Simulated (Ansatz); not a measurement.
Electronic density of states of amorphous Li29P10O35N3, density 2.22 g/cm³, on a 2×2×2 Γ-centred mesh with a Gaussian width of 0.1 eV; energies count from the Fermi level, whose place inside the gap is arbitrary. Cell and mesh are small, so fine structure isn't converged. The numbers are results of PBE, scalar-relativistic without spin-orbit coupling (plane waves to 420 eV, PAW; Ansatz, an electronic-structure program), not measurements. Sampling: a 2×2×2 Γ-centred mesh; Fermi-Dirac width 0.02 eV; no spin polarisation. At PBE the levels at the filled edge of the gap are localised (band-tail or defect states), and the nearest spread-out levels lie 5.0 eV apart at the zone centre.

A CHGNet melt-quench gave the starting glass, which DFT then relaxed. O and N atoms were pushed apart under 1.9 Å during the dynamics, to hinder bonds among them. The hot cell started wider than the set density and was brought back towards it in steps. It is the lowest in DFT energy of 2 quenches. It is a model cell: composition and starting density were chosen by hand, and all elements were melted together. No dispersion term was used. Its density started from a set value of 2.22 and ended at 2.22 g/cm³. The simulated quench (nominally 120 K/ps over its main leg) is rapid and tends to freeze in more defects than a deposited or slowly cooled glass has. Values belong to this one cell and scatter from quench to quench. The volume was held where the preparation left it, at a PBE pressure of -0.4 GPa (tension). Stress components on the final sampling reach 1.3 GPa.

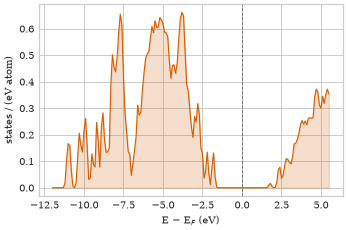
*Density of states per atom*

The level gap on this mesh is 3.59 eV; the broadening fills part of it in the curve.
